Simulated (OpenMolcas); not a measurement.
## Multiconfigurational calculation for Co²⁺ complex

Co²⁺ with 6 ligands (NH3; octahedron, 2.07 Å), with no charges around it. Computed at this level: state-averaged SS-CASPT2, IPEA shift 0.25, imaginary shift 0.1 hartree, closed shells 3s 3p of the metal and the valence shells of the ligands correlated, active space 7 electrons in the shell 3d, basis ANO-RCC-VTZP on the metal and ANO-RCC-VDZP on the ligands, DKH2 scalar Hamiltonian, spin-orbit coupling by RASSI with atomic mean-field integrals (OpenMolcas).

**The input**
```
&GATEWAY
Coord
25

Co 0.0 0.0 0.0
N 2.070000 0.000000 0.000000
H 2.452099 0.945728 0.000000
H 2.452099 -0.472864 0.819024
H 2.452099 -0.472864 -0.819024
N 0.000000 2.070000 0.000000
H 0.000000 2.452099 0.945728
H 0.819024 2.452099 -0.472864
H -0.819024 2.452099 -0.472864
N -2.070000 0.000000 0.000000
H -2.452099 -0.945728 0.000000
H -2.452099 0.472864 -0.819024
H -2.452099 0.472864 0.819024
N 0.000000 -2.070000 0.000000
H 0.000000 -2.452099 -0.945728
H -0.819024 -2.452099 0.472864
H 0.819024 -2.452099 0.472864
N 0.000000 0.000000 2.070000
H 0.945728 0.000000 2.452099
H -0.472864 0.819024 2.452099
H -0.472864 -0.819024 2.452099
N 0.000000 0.000000 -2.070000
H -0.945728 0.000000 -2.452099
H 0.472864 -0.819024 -2.452099
H 0.472864 0.819024 -2.452099
Basis=Co.ANO-RCC-VTZP,H.ANO-RCC-VDZP,N.ANO-RCC-VDZP
Group=XYZ
NoMove
AngMom=0.0 0.0 0.0
AMFI
RICD
&SEWARD
&RASSCF
FileOrb=start.orb
Symmetry=1
Spin=4
nActEl=7 0 0
Inactive=18 21
Ras2=5 0
CIRoot=10 10 1
SDav=10
CIMx=300
Iter=150 100
PrWF=0.3
OrbListing=Nothing
MaxOrb=1
LevShft=1.0
>>> COPY $Project.JobIph JOB001
&RASSCF
FileOrb=start.orb
Symmetry=1
Spin=2
nActEl=7 0 0
Inactive=18 21
Ras2=5 0
CIRoot=40 40 1
SDav=40
CIMx=300
Iter=150 100
PrWF=0.3
OrbListing=Nothing
MaxOrb=0
LevShft=1.0
>>> COPY $Project.JobIph JOB002
&RASSI
NrOfJobIphs=2 10 40
1 2 3 4 5 6 7 8 9 10
1 2 3 4 5 6 7 8 9 10 11 12 13 14 15 16 17 18 19 20 21 22 23 24 25 26 27
28 29 30 31 32 33 34 35 36 37 38 39 40
IphNames
JOB001
JOB002
EJob
SpinOrbit
DIPRint=1.0
SOCoupling=1000.0
Subsets=2
Property=9
'ANGMOM' 1 'ANGMOM' 2 'ANGMOM' 3 'MLTPL  1' 1 'MLTPL  1' 2 'MLTPL  1' 3
'AMFI' 1 'AMFI' 2 'AMFI' 3
SOProperty=3
'ANGMOM' 1 'ANGMOM' 2 'ANGMOM' 3
>>> COPY JOB001 $Project.JobIph
&CASPT2
Multistate=10 1 2 3 4 5 6 7 8 9 10
NoMult
Frozen=5 6
IPEA=0.25
Imaginary=0.1
MaxIter=60
WThr=0.0 0.3 0.05
PrWF=0.5
NoMix
>>> COPY JOB002 $Project.JobIph
&CASPT2
Multistate=40 1 2 3 4 5 6 7 8 9 10 11 12 13 14 15 16 17 18 19 20 21 22
23 24 25 26 27 28 29 30 31 32 33 34 35 36 37 38 39 40
NoMult
Frozen=5 6
IPEA=0.25
Imaginary=0.1
MaxIter=60
WThr=0.0 0.3 0.05
PrWF=0.5
NoMix
```

The file start.orb holds starting orbitals from an earlier step. A driver script formed the levels outside the program, from RASSI's spin-orbit matrix and the CASPT2 energies (for multi-state variants, the effective Hamiltonian), averaged over the components of each term or state. The log and the time are those of the CASPT2 step.

Hardware: 1 thread of Arm Neoverse V1, 24 GiB of memory available, shared host.

Run as:
```bash
OMP_NUM_THREADS=1 MOLCAS_MEM=3686 MOLCAS_PROJECT=a pymolcas a.inp > a.log  # once for each step of the input, in one work folder
```

**Log (extracts)**
```
--- CASPT2 ---
Orbital specifications:
      -----------------------

      Symmetry species                           1   2
                                                ag  au
      Frozen orbitals                            5   6
      Inactive orbitals                         13  15
      Active orbitals                            5   0
      Secondary orbitals                        94  95
      Deleted orbitals                           0   0
      Number of basis functions                117 116
Type of calculation                        SS-CASPT2
      Fock operator                              state-specific
      IPEA shift                                 0.25
      Real shift                                 0.00
      Imaginary shift                            0.10
      The input orbitals will be transformed to quasi-canonical
Reference energy:       -1728.9867586716
      E2 (Non-variational):      -1.8132214020
      Shift correction:          -0.0014338557
      E2 (Variational):          -1.8146552577
      Total energy:           -1730.8014139293
      Residual norm:              0.0000006200
      Reference weight:           0.68920
      Contributions to the CASPT2 correlation energy
      Active & Virtual Only:         -0.1958977024
      One Inactive Excited:          -0.3102942768
      Two Inactive Excited:          -1.3070294228
Reference energy:       -1728.9867586716
      E2 (Non-variational):      -1.8132431788
      Shift correction:          -0.0014342452
      E2 (Variational):          -1.8146774240
      Total energy:           -1730.8014360956
      Residual norm:              0.0000006162
      Reference weight:           0.68918
      Contributions to the CASPT2 correlation energy
      Active & Virtual Only:         -0.1959021639
      One Inactive Excited:          -0.3103013950
      Two Inactive Excited:          -1.3070396200
::    CASPT2 Root  1     Total energy:  -1730.80141393
::    CASPT2 Root  2     Total energy:  -1730.80143610
::    CASPT2 Root  3     Total energy:  -1730.80042955
::    CASPT2 Root  4     Total energy:  -1730.74380312
::    CASPT2 Root  5     Total energy:  -1730.74371805
::    CASPT2 Root  6     Total energy:  -1730.74483921
::    CASPT2 Root  7     Total energy:  -1730.67007092
::    CASPT2 Root  8     Total energy:  -1730.68817761
::    CASPT2 Root  9     Total energy:  -1730.68823530
::    CASPT2 Root 10     Total energy:  -1730.68857373
--- CASPT2 ---
Orbital specifications:
      -----------------------

      Symmetry species                           1   2
                                                ag  au
      Frozen orbitals                            5   6
      Inactive orbitals                         13  15
      Active orbitals                            5   0
      Secondary orbitals                        94  95
      Deleted orbitals                           0   0
      Number of basis functions                117 116
Type of calculation                        SS-CASPT2
      Fock operator                              state-specific
      IPEA shift                                 0.25
      Real shift                                 0.00
      Imaginary shift                            0.10
      The input orbitals will be transformed to quasi-canonical
Reference energy:       -1728.9416483191
      E2 (Non-variational):      -1.8405884922
      Shift correction:          -0.0014783442
      E2 (Variational):          -1.8420668364
      Total energy:           -1730.7837151555
      Residual norm:              0.0000008087
      Reference weight:           0.68510
      Contributions to the CASPT2 correlation energy
      Active & Virtual Only:         -0.2022777544
      One Inactive Excited:          -0.3193626967
      Two Inactive Excited:          -1.3189480411
Reference energy:       -1728.9416483190
      E2 (Non-variational):      -1.8406552227
      Shift correction:          -0.0014786838
      E2 (Variational):          -1.8421339065
      Total energy:           -1730.7837822256
      Residual norm:              0.0000008256
      Reference weight:           0.68509
      Contributions to the CASPT2 correlation energy
      Active & Virtual Only:         -0.2022805670
      One Inactive Excited:          -0.3194234516
      Two Inactive Excited:          -1.3189512041
::    CASPT2 Root  1     Total energy:  -1730.78371516
::    CASPT2 Root  2     Total energy:  -1730.78378223
::    CASPT2 Root  3     Total energy:  -1730.73354253
::    CASPT2 Root  4     Total energy:  -1730.73349356
::    CASPT2 Root  5     Total energy:  -1730.73338834
::    CASPT2 Root  6     Total energy:  -1730.73341665
::    CASPT2 Root  7     Total energy:  -1730.73203545
::    CASPT2 Root  8     Total energy:  -1730.73176551
::    CASPT2 Root  9     Total energy:  -1730.71597737
::    CASPT2 Root 10     Total energy:  -1730.71571684
::    CASPT2 Root 11     Total energy:  -1730.71545121
::    CASPT2 Root 12     Total energy:  -1730.67914363
::    CASPT2 Root 13     Total energy:  -1730.67290398
::    CASPT2 Root 14     Total energy:  -1730.67292268
::    CASPT2 Root 15     Total energy:  -1730.67329616
::    CASPT2 Root 16     Total energy:  -1730.66043305
::    CASPT2 Root 17     Total energy:  -1730.65937661
::    CASPT2 Root 18     Total energy:  -1730.65940670
::    CASPT2 Root 19     Total energy:  -1730.65173317
::    CASPT2 Root 20     Total energy:  -1730.65252389
::    CASPT2 Root 21     Total energy:  -1730.63286029
::    CASPT2 Root 22     Total energy:  -1730.63254841
::    CASPT2 Root 23     Total energy:  -1730.63257994
::    CASPT2 Root 24     Total energy:  -1730.61829277
::    CASPT2 Root 25     Total energy:  -1730.61843391
::    CASPT2 Root 26     Total energy:  -1730.61774974
::    CASPT2 Root 27     Total energy:  -1730.59960757
::    CASPT2 Root 28     Total energy:  -1730.59938817
::    CASPT2 Root 29     Total energy:  -1730.62184624
::    CASPT2 Root 30     Total energy:  -1730.62192933
```

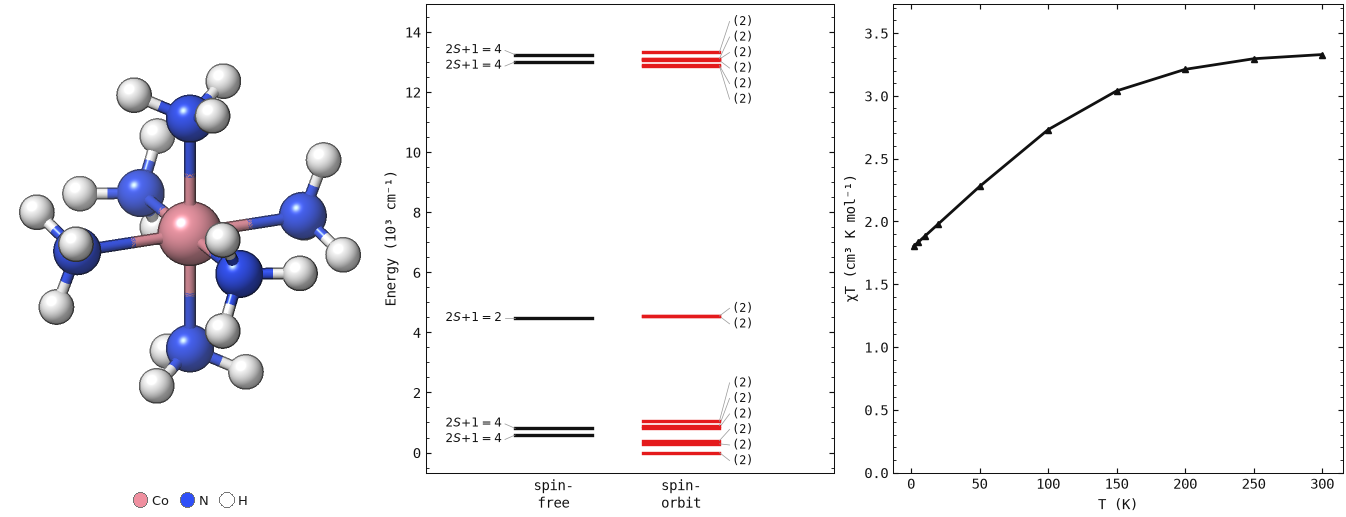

*Co²⁺ (3d⁷) with 6 ligands, NH₃, at 2.07 Å (arrangement: octahedron, Ci), and its levels and susceptibility. Labels give the representation in O, Td, D4 or D3 as the site allows (double group for half-integer spin) where it could be assigned and, in brackets, the degeneracy; spin-free states, where drawn, share the zero of the spin-orbit levels. Powder susceptibility by Van Vleck's formula.*

The ground level is a Kramers doublet, 100 % from states of spin multiplicity 4. Its principal g values are 3.87, 3.87 and 5.21. The next level lies at 290 cm⁻¹. χT is 1.80 cm³ K mol⁻¹ at 2 K and 3.33 at 300 K, an effective moment of 5.16 μB.

**Summary**

- outcome: converged
- energy of the lowest spin-free term: −1730.80143 hartree
- energy of the lowest spin-orbit level: −1730.80409 hartree
- CASPT2 correlation energy: −1.8147 hartree
- largest spread among components of a term: 173.5 cm⁻¹
- lowest reference weight: 0.680
- wall time: 14 min
- peak memory: 0.2 GiB

**Remarks**

The components of ² (unassigned), which symmetry makes degenerate, are split by 174 cm⁻¹ in CASPT2, and those of 2 more by over 50 cm⁻¹. This is an artefact; the levels of such states rest on averages and are uncertain by about as much. Limits: orbital doublet at a regular site, Jahn-Teller distortion not allowed for; small active space favours high spin, ground spin may be wrong; with a single d shell and no ligand orbitals active, the ligand field and the g values of a late 3d ion can be well off; distances are set from ionic radii, not optimised.
